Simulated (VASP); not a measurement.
Band structure of BaCa (space group P4/mmm). Method: PBE GGA, VASP's PBE PAW potentials (set 64) (plane waves; VASP).

Unless said otherwise, spin-orbit coupling is left out, though it shifts the bands of the heavy elements here.

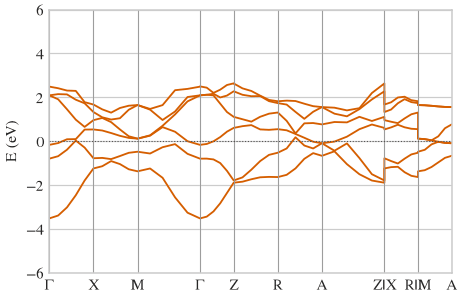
Bands along high-symmetry lines, zero at the valence-band maximum or, without a gap, the Fermi level

### Question
Read the plot: is there a gap, and where are the band edges?

### Answer
It has no gap at this level: it comes out as a metal or semimetal.

The structure was generated: BaCa was put into an ordered model structure, which need not be its known phase. The cell was not relaxed at this level.
